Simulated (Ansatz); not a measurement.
The relaxed structure here is a generated cell of PbS: the first start was made by placing the elements on the sites of a structure type, and the end was not matched to a known phase here, so it may be hypothetical. Known forms of PbS include space group No. 225.

One stationary structure of PbS. All values below come from r2SCAN (plane waves to 500 eV, PAW, scalar-relativistic; Ansatz, a program for electronic structure).

I2₁3 (No. 199), cI16, AFLOW prototype AB_cI16_199_a_a (B_a); a = 7.3405 Å, b = 7.3405 Å, c = 7.3405 Å, α = 90.00°, β = 90.00°, γ = 90.00°.

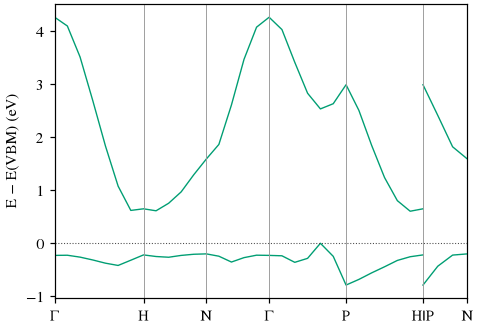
Highest filled and lowest empty band along the path of this cell's Brillouin zone

Problem. Read off the gap and say whether it is direct.

Solution. 0.60 eV, indirect (valence top at 67 % of the way from Γ to P, conduction bottom at 83 % of the way from P to H) (no spin-orbit coupling).

Problem. How far does the top valence band disperse along this path?

Solution. About 0.8 eV.

No spin polarisation in the result. Without spin-orbit coupling the bands of the heavy element are not split, so the gap can be far off.

The run could not lose the symmetry of its start, so the end can be a saddle point.
